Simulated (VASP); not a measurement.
Band structure of TiC (rock salt). These are vdW-DF-cx, VASP's PBE PAW potentials (set 64) (plane waves; VASP) values and carry that method's errors.

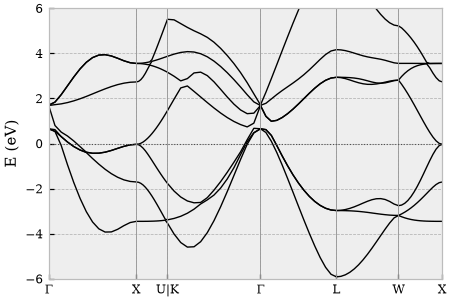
Figure: Bands along high-symmetry lines, zero at the valence-band maximum or, without a gap, the Fermi level

Q: Read the plot: is there a gap, and where are the band edges?

A: It has no gap at this level: it comes out as a metal or semimetal. (Edges off the drawn lines would not show.)

The compound is TiC in the rock salt structure. It was relaxed first.
